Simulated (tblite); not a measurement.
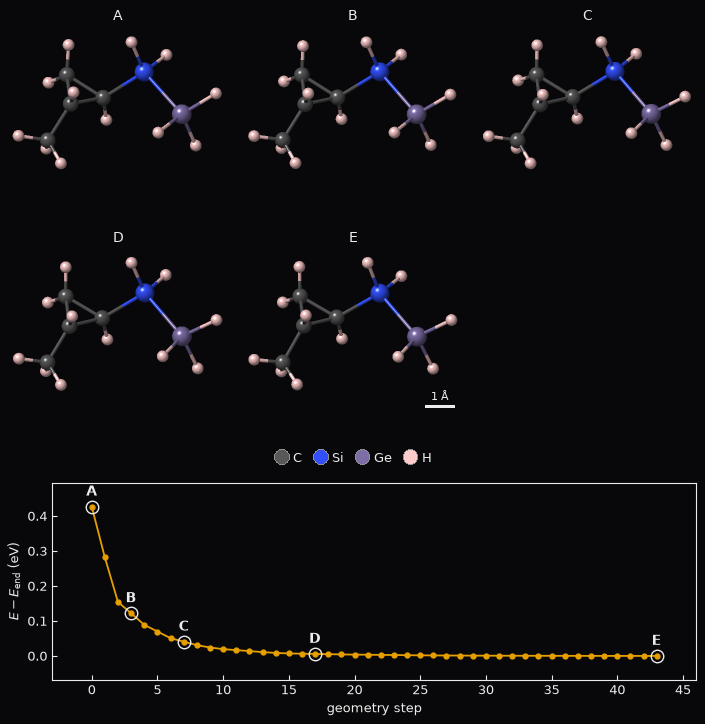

Frames of a relaxation of C₄H₁₂GeSi, marked on the history of the run. The picture is a ball-and-stick view, seen from a free direction.

All numbers below come from tblite, GFN2-xTB geometry optimisation, gas phase. 

> Describe the path.

The atom that moves furthest after the best rigid fit is an H atom (0.19 Å). By element the largest moves are H 0.19 Å, C 0.10 Å, Si 0.04 Å, Ge 0.02 Å. Some distances before and after: Ge–H 1.553 → 1.501 Å, C–H 1.124 → 1.080 Å, C–C 1.544 → 1.507 Å, Ge–Si 2.308 → 2.338 Å. Among the angles between lasting bonds that change: H–C–H 120.8° → 113.4°, Si–Ge–H 108.9° → 116.3°, H–Ge–H 109.9° → 102.7°. The energy falls by 0.427 eV in 43 geometry steps. Cost: 0.31 s on 1 thread of Arm Neoverse V1 (shared host). From step 0 to 3: an H atom moves most (0.07 Å), energy −0.305 eV. From step 3 to 7: H atoms move most (0.07 Å), energy −0.081 eV. From step 7 to 17: H atoms move most (0.08 Å), energy −0.035 eV. From step 17 to 43: H atoms move most (0.05 Å), energy −0.006 eV.

```tsv
step	E − E(0), eV
0	0.0000
1	-0.1452
2	-0.2728
3	-0.3047
4	-0.3380
5	-0.3570
6	-0.3761
7	-0.3861
8	-0.3959
9	-0.4027
10	-0.4073
12	-0.4129
13	-0.4158
15	-0.4196
17	-0.4211
19	-0.4225
20	-0.4230
22	-0.4238
24	-0.4247
26	-0.4254
27	-0.4256
29	-0.4260
31	-0.4262
33	-0.4264
34	-0.4264
36	-0.4266
38	-0.4267
40	-0.4268
41	-0.4268
43	-0.4268
```
